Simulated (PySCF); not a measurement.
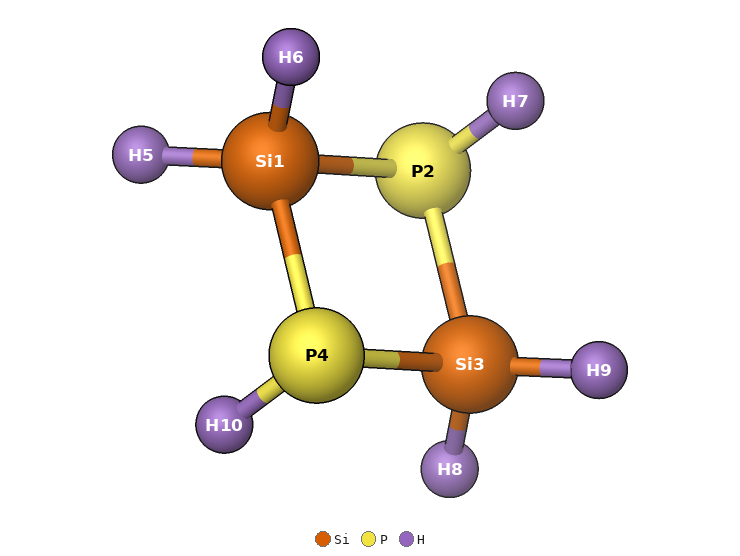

The computed structure is the end point of a GFN2-xTB optimisation. No frequency run is at hand to confirm it as a minimum. Properties computed with delta-SCF UKS SCAN, pcX-2 on the ionised atom, pcseg-1 elsewhere, spin-free X2C (PySCF 2.14.0).

Give the core-electron binding energies (to vacuum; p and d levels without spin–orbit splitting) of Si1 1s, Si1 2p, P2 1s, P2 2p.

```csv
atom,level,binding energy (eV)
Si1,1s,1846.4
Si1,2p,107.0
P2,1s,2149.2
P2,2p,136.0
```

The geometry is semi-empirical. Around P, Si such bond lengths and angles can be off by a tenth of an ångström or more and by several degrees, and values that hang on the shape move with them.
